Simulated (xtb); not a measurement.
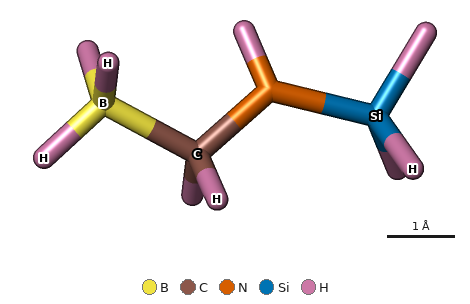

Fig. 1: The structure as given in the input (stick view, seen at a tilt). Bond lengths as drawn: B–C 1.65 Å, B–H 1.22 to 1.23 Å, C–H 1.10 Å, C–N 1.47 Å, H–N 1.01 Å, H–Si 1.47 to 1.49 Å and N–Si 1.68 Å.

**CH₉BNSi (charge −1): geometry relaxation (part 1 of 4)**

CH₉BNSi, charge −1, computed with GFN2-xTB (xtb 6.7.1 later snapshot).

The geometry comes from this level: GFN2-xTB.

Input file (struc.tmol)
```
$coord
     -0.738920709251      3.844005293669     -0.009807678587  b
     -1.259426873018      0.799297458933      0.376773594728  c
      0.996433688254     -0.680074637730     -0.252920944520  n
      1.242910666689     -3.844855670425     -0.030311207039  si
     -0.066008133533      4.219248210236     -2.200151435118  h
      0.912057416789      4.563480721098      1.431146285963  h
     -2.689401528784      5.007547463123      0.399204643827  h
     -1.783126673936      0.314261454525      2.326517421072  h
     -2.846777920442      0.151291473538     -0.813886144615  h
      2.095025970805      0.318588927351     -1.445923944257  h
      3.797536928264     -4.564236611547     -0.882067463192  h
     -0.544713555423     -5.440143567573     -1.505525906228  h
      0.884410723586     -4.688410515197      2.606914983444  h
$end
```

File detailed.inp
```
$chrg -1
$spin 0
$end
```

Run on 1 thread of Arm Neoverse V1, 24 GiB of memory available, shared host.

Launched with:
```bash
xtb struc.tmol --gfn 2 --input detailed.inp -o vtight | tee struc.out
```

What the program printed
```
* xtb version 6.7.1
   ID    Z sym.   atoms
    1    5 b      1
    2    6 c      2
    3    7 n      3
    4   14 si     4
    5    1 h      5-13

           -------------------------------------------------
          |                Calculation Setup                |
           -------------------------------------------------

          program call               : xtb struc.tmol --gfn 2 --input detailed.inp -o vtight
          coordinate file            : struc.tmol
          omp threads                :                     1

           -------------------------------------------------
          |                 G F N 2 - x T B                 |
           -------------------------------------------------

      * Hamiltonian:
        H0-scaling (s, p, d)           1.850000    2.230000    2.230000
        zeta-weighting                 0.500000
      * Dispersion:
        s8                             2.700000
        a1                             0.520000
        a2                             5.000000
        s9                             5.000000
      * Repulsion:
        kExp                           1.500000    1.000000
        rExp                           1.000000
      * Coulomb:
        alpha                          2.000000
        third order                    shell-resolved
        anisotropic                    true
        a3                             3.000000
        a5                             4.000000
        cn-shift                       1.200000
        cn-exp                         4.000000
        max-rad                        5.000000

          ...................................................
          :                      SETUP                      :
          :.................................................:
          :  # basis functions                  31          :
          :  # atomic orbitals                  30          :
          :  # shells                           18          :
          :  # electrons                        26          :
          :  max. iterations                   250          :
          :  Hamiltonian                  GFN2-xTB          :
          :  restarted?                      false          :
          :  GBSA solvation                  false          :
          :  PC potential                    false          :
          :  electronic temp.          300.0000000     K    :
          :  accuracy                    1.0000000          :
          :  -> integral cutoff          0.2500000E+02      :
          :  -> integral neglect         0.1000000E-07      :
          :  -> SCF convergence          0.1000000E-05 Eh   :
          :  -> wf. convergence          0.1000000E-03 e    :
          :  Broyden damping             0.4000000          :
          :  net charge                         -1          :
          :  unpaired electrons                  0          :
          ...................................................

 iter      E             dE          RMSdq      gap      omega  full diag
   1    -12.6838842 -0.126839E+02  0.757E+00    4.89       0.0  T
   2    -12.9432421 -0.259358E+00  0.458E+00    4.53       1.0  T
   3    -12.9522738 -0.903167E-02  0.249E+00    4.40       1.0  T
   4    -12.9567184 -0.444462E-02  0.976E-01    4.10       1.0  T
   5    -12.9620276 -0.530918E-02  0.440E-01    4.07       1.0  T
   6    -12.9623687 -0.341079E-03  0.144E-01    4.06       1.0  T
   7    -12.9624069 -0.382594E-04  0.590E-02    4.10       1.0  T
   8    -12.9624096 -0.267225E-05  0.427E-02    4.09       1.0  T
   9    -12.9624221 -0.125128E-04  0.131E-02    4.09       2.1  T
  10    -12.9624232 -0.108423E-05  0.983E-03    4.09       2.8  T
  11    -12.9624245 -0.130803E-05  0.339E-03    4.09       8.2  T
  12    -12.9624247 -0.146222E-06  0.807E-04    4.09      34.4  T
  13    -12.9624247 -0.671166E-08  0.180E-04    4.09     154.4  T

   *** convergence criteria satisfied after 13 iterations ***

         #    Occupation            Energy/Eh            Energy/eV
      -------------------------------------------------------------
         1        2.0000           -0.5617422             -15.2858
       ...           ...                  ...                  ...
         7        2.0000           -0.2819351              -7.6718
         8        2.0000           -0.2783284              -7.5737
         9        2.0000           -0.2607407              -7.0951
        10        2.0000           -0.2017493              -5.4899
        11        2.0000           -0.1782277              -4.8498
        12        2.0000           -0.1742925              -4.7427
        13        2.0000           -0.1699725              -4.6252 (HOMO)
        14                         -0.0195539              -0.5321 (LUMO)
        15                         -0.0102837              -0.2798
        16                         -0.0013305              -0.0362
        17                          0.0958245               2.6075
        18                          0.1182474               3.2177
       ...                                ...                  ...
        30                          0.8570448              23.3214
      -------------------------------------------------------------
                  HL-Gap            0.1504186 Eh            4.0931 eV
             Fermi-level           -0.0947632 Eh           -2.5786 eV

 SCC (total)                   0 d,  0 h,  0 min,  0.005 sec
 SCC setup                      ...        0 min,  0.000 sec (  1.441%)
 Dispersion                     ...        0 min,  0.000 sec (  1.018%)
 classical contributions        ...        0 min,  0.000 sec (  0.203%)
 integral evaluation            ...        0 min,  0.001 sec ( 11.812%)
 iterations                     ...        0 min,  0.003 sec ( 59.101%)
 molecular gradient             ...        0 min,  0.001 sec ( 25.048%)
 printout                       ...        0 min,  0.000 sec (  1.153%)

         :::::::::::::::::::::::::::::::::::::::::::::::::::::
         ::                     SUMMARY                     ::
         :::::::::::::::::::::::::::::::::::::::::::::::::::::
         :: total energy             -12.826744407695 Eh    ::
         :: gradient norm              0.000462268709 Eh/a0 ::
         :: HOMO-LUMO gap              4.093098301859 eV    ::
         ::.................................................::
         :: SCC energy               -12.962421904990 Eh    ::
         :: -> isotropic ES            0.160747913065 Eh    ::
         :: -> anisotropic ES          0.018251663536 Eh    ::
         :: -> anisotropic XC          0.005784694702 Eh    ::
         :: -> dispersion             -0.010407430310 Eh    ::
         :: repulsion energy           0.135677497296 Eh    ::
         :: add. restraining           0.000000000000 Eh    ::
         :: total charge              -1.000000000000 e     ::
         :::::::::::::::::::::::::::::::::::::::::::::::::::::

      -----------------------------------------------------------
     |                   =====================                   |
     |                        A N C O P T                        |
     |                   =====================                   |
     |               Approximate Normal Coordinate               |
     |                Rational Function Optimizer                |
      -----------------------------------------------------------

          ...................................................
          :                      SETUP                      :
          :.................................................:
          :   optimization level         verytight          :
          :   max. optcycles                   260          :
          :   ANC micro-cycles                  20          :
          :   degrees of freedom                33          :
          :.................................................:
          :   RF solver                   davidson          :
          :   write xtbopt.log                true          :
          :   linear?                        false          :
          :   energy convergence         0.1000000E-06 Eh   :
          :   grad. convergence          0.2000000E-03 Eh/α :
          :   maximum RF displ.          1.0000000          :
          :   Hlow (freq-cutoff)         0.1000000E-01      :
          :   Hmax (freq-cutoff)         5.0000000          :
          :   S6 in model hess.         20.0000000          :
          ...................................................

generating ANC from exact Hessian ...
Using Lindh-Hessian (1995)
 Shifting diagonal of input Hessian by    8.3979681084307770E-003
 Lowest  eigenvalues of input Hessian
    0.000000    0.000000    0.000000    0.000000    0.000000    0.000000
    0.010000    0.010853    0.012675    0.014503    0.021144    0.024854
    0.027165    0.027972    0.029176    0.035515    0.037229    0.040225
 Highest eigenvalues
    0.701810    0.786445    0.961453    1.032181    1.380192    1.696910

........................................................................
.............................. CYCLE    1 ..............................
........................................................................

 iter      E             dE          RMSdq      gap      omega  full diag
   1    -12.9624247 -0.129624E+02  0.994E-05    4.09       0.0  T
   2    -12.9624247 -0.884679E-10  0.420E-05    4.09     659.6  T
   3    -12.9624247 -0.155715E-10  0.265E-05    4.09    1047.1  T
     SCC iter.                  ...        0 min,  0.001 sec
     gradient                   ...        0 min,  0.001 sec
 * total energy  :   -12.8267444 Eh     change       -0.2964935E-09 Eh
   gradient norm :     0.0004625 Eh/α   predicted     0.0000000E+00 (-100.00%)
   displ. norm   :     0.0194482 α      lambda       -0.2769201E-05
   maximum displ.:     0.0134980 α      in ANC's #1, #4, #2, ...

........................................................................
.............................. CYCLE    2 ..............................
........................................................................

 iter      E             dE          RMSdq      gap      omega  full diag
   1    -12.9624027 -0.129624E+02  0.181E-02    4.10       0.0  T
   2    -12.9624027 -0.126753E-07  0.112E-02    4.10       2.5  T
   3    -12.9624027 -0.187097E-08  0.196E-03    4.10      14.2  T
   4    -12.9624027 -0.282207E-08  0.109E-03    4.10      25.4  T
   5    -12.9624027  0.339758E-09  0.505E-04    4.10      54.9  T
   6    -12.9624027 -0.475827E-09  0.933E-05    4.10     297.3  T
     SCC iter.                  ...        0 min,  0.001 sec
     gradient                   ...        0 min,  0.001 sec
 * total energy  :   -12.8267465 Eh     change       -0.2068713E-05 Eh
   gradient norm :     0.0004438 Eh/α   predicted    -0.1386347E-05 ( -32.99%)
   displ. norm   :     0.0298624 α      lambda       -0.3133218E-05
   maximum displ.:     0.0194481 α      in ANC's #1, #4, #2, ...

........................................................................
.............................. CYCLE    3 ..............................
........................................................................

 iter      E             dE          RMSdq      gap      omega  full diag
   1    -12.9623529 -0.129624E+02  0.153E-02    4.10       0.0  T
   2    -12.9623529 -0.176901E-07  0.101E-02    4.10       2.8  T
   3    -12.9623529  0.531945E-08  0.279E-03    4.10       9.9  T
   4    -12.9623529 -0.134435E-07  0.123E-03    4.10      22.5  T
   5    -12.9623529 -0.125160E-09  0.308E-04    4.10      90.1  T
   6    -12.9623529 -0.138737E-09  0.941E-05    4.10     294.9  T
     SCC iter.                  ...        0 min,  0.001 sec
     gradient                   ...        0 min,  0.001 sec
 * total energy  :   -12.8267500 Eh     change       -0.3542782E-05 Eh
   gradient norm :     0.0004392 Eh/α   predicted    -0.1567820E-05 ( -55.75%)
   displ. norm   :     0.0503725 α      lambda       -0.3721736E-05
   maximum displ.:     0.0331515 α      in ANC's #1, #4, #2, ...

........................................................................
.............................. CYCLE    4 ..............................
........................................................................

 iter      E             dE          RMSdq      gap      omega  full diag
   1    -12.9622997 -0.129623E+02  0.281E-02    4.10       0.0  T
   2    -12.9622998 -0.376456E-07  0.191E-02    4.10       1.5  T
   3    -12.9622998 -0.760752E-08  0.281E-03    4.10       9.9  T
   4    -12.9622998 -0.117145E-07  0.177E-03    4.10      15.7  T
   5    -12.9622998 -0.327600E-08  0.281E-04    4.10      98.6  T
   6    -12.9622998 -0.408136E-10  0.109E-04    4.10     254.3  T
     SCC iter.                  ...        0 min,  0.001 sec
     gradient                   ...        0 min,  0.001 sec
 * total energy  :   -12.8267541 Eh     change       -0.4124166E-05 Eh
   gradient norm :     0.0004832 Eh/α   predicted    -0.1862067E-05 ( -54.85%)
   displ. norm   :     0.0522480 α      lambda       -0.2886534E-05
   maximum displ.:     0.0357350 α      in ANC's #1, #2, #4, ...

........................................................................
.............................. CYCLE    5 ..............................
........................................................................

 iter      E             dE          RMSdq      gap      omega  full diag
   1    -12.9622922 -0.129623E+02  0.289E-02    4.10       0.0  T
   2    -12.9622922 -0.465682E-07  0.195E-02    4.10       1.4  T
   3    -12.9622922 -0.240508E-07  0.281E-03    4.10       9.9  T
   4    -12.9622922 -0.191158E-08  0.144E-03    4.10      19.2  T
   5    -12.9622922 -0.176177E-08  0.273E-04    4.10     101.7  T
   6    -12.9622922 -0.208152E-09  0.176E-04    4.10     157.4  T
     SCC iter.                  ...        0 min,  0.001 sec
     gradient                   ...        0 min,  0.001 sec
 * total energy  :   -12.8267572 Eh     change       -0.3099329E-05 Eh
   gradient norm :     0.0003508 Eh/α   predicted    -0.1443415E-05 ( -53.43%)
   displ. norm   :     0.0440959 α      lambda       -0.2261654E-05
   maximum displ.:     0.0319902 α      in ANC's #1, #2, #4, ...

........................................................................
.............................. CYCLE    6 ..............................
........................................................................

 iter      E             dE          RMSdq      gap      omega  full diag
   1    -12.9622799 -0.129623E+02  0.258E-02    4.10       0.0  T
   2    -12.9622799 -0.374815E-07  0.171E-02    4.10       1.6  T
   3    -12.9622799 -0.783805E-08  0.246E-03    4.10      11.3  T
   4    -12.9622799 -0.845156E-08  0.159E-03    4.10      17.4  T
   5    -12.9622799 -0.166606E-08  0.329E-04    4.10      84.3  T
   6    -12.9622799 -0.277618E-09  0.166E-04    4.10     167.1  T
     SCC iter.                  ...        0 min,  0.001 sec
     gradient                   ...        0 min,  0.001 sec
 * total energy  :   -12.8267597 Eh     change       -0.2454692E-05 Eh
   gradient norm :     0.0002554 Eh/α   predicted    -0.1132781E-05 ( -53.85%)
   displ. norm   :     0.0384669 α      lambda       -0.1979984E-05
   maximum displ.:     0.0283400 α      in ANC's #1, #2, #6, ...

........................................................................
.............................. CYCLE    7 ..............................
........................................................................

 iter      E             dE          RMSdq      gap      omega  full diag
   1    -12.9622563 -0.129623E+02  0.195E-02    4.10       0.0  T
   2    -12.9622564 -0.332571E-07  0.130E-02    4.10       2.1  T
   3    -12.9622564 -0.806335E-08  0.230E-03    4.10      12.1  T
   4    -12.9622564 -0.331551E-08  0.114E-03    4.10      24.2  T
   5    -12.9622564 -0.425507E-09  0.530E-04    4.10      52.4  T
   6    -12.9622564 -0.404523E-09  0.158E-04    4.10     175.9  T
     SCC iter.                  ...        0 min,  0.001 sec
     gradient                   ...        0 min,  0.001 sec
 * total energy  :   -12.8267619 Eh     change       -0.2225863E-05 Eh
   gradient norm :     0.0002988 Eh/α   predicted    -0.9898983E-06 ( -55.53%)
   displ. norm   :     0.0494359 α      lambda       -0.2389823E-05
   maximum displ.:     0.0355946 α      in ANC's #1, #2, #4, ...
```
